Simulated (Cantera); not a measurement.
Feed: 1 mol C₃H₈, 0.54 mol NH₃, equilibrated at 1.00 bar.

Method: chemical equilibrium by Gibbs-energy minimisation in Cantera with the NASA 1993 tables (ideal gas, pure condensed phases). Candidate condensed phases: C, C₆H₆, C₇H₈, C₈H₁₈; 92 gas species. Rates play no part.

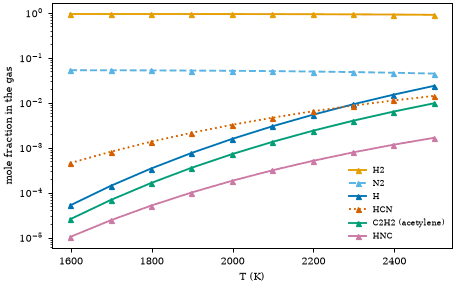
*Equilibrium gas composition (values under 1e-9 drawn at 1e-9)*

From 1598 K to 2498 K the condensed part is C(graphite). The main C-bearing gas is CH₄ at 1598 K and C₂H₂ (acetylene) at 2498 K.
